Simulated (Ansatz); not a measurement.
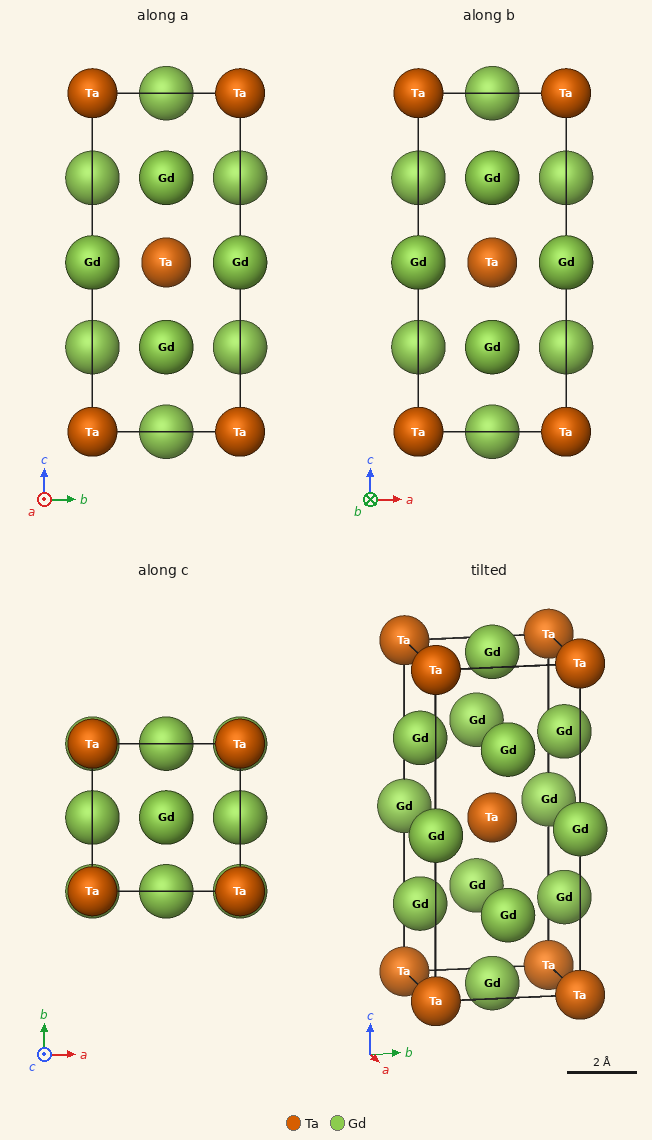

Structure drawing (spheres-only), viewed along the a axis, along the b axis, along the c axis and slightly off an axis. The conventional unit cell is drawn as a box.

Lattice parameters: a = 4.3188 Å, b = 4.3188 Å, c = 9.9027 Å, α = 90.000°, β = 90.000°, γ = 90.000°.

Question: Write down what is shown as a CIF in P1 with every atom of the cell.

Answer:
```cif
data_structure
_symmetry_space_group_name_H-M 'P 1'
_symmetry_Int_Tables_number 1
_cell_length_a 4.3188
_cell_length_b 4.3188
_cell_length_c 9.9027
_cell_angle_alpha 90.000
_cell_angle_beta 90.000
_cell_angle_gamma 90.000
_cell_volume 184.70
loop_
_atom_site_label
_atom_site_type_symbol
_atom_site_fract_x
_atom_site_fract_y
_atom_site_fract_z
_atom_site_occupancy
Ta1 Ta 0.0000 0.0000 0.0000 1
Gd1 Gd 0.5000 0.0000 0.7500 1
Gd2 Gd 0.0000 0.5000 0.7500 1
Gd3 Gd 0.5000 0.5000 0.0000 1
Ta2 Ta 0.5000 0.5000 0.5000 1
Gd4 Gd 0.0000 0.5000 0.2500 1
Gd5 Gd 0.5000 0.0000 0.2500 1
Gd6 Gd 0.0000 0.0000 0.5000 1
```

Provenance: a generated cell, made by putting these elements into a known structure type (the compound may or may not exist in this form); not relaxed. It was run through Ansatz as a DFT input.

At this level of theory the cell isn't at rest (compressed, at 11 GPa), so its distances can differ from those at equilibrium, the more so the softer the solid.
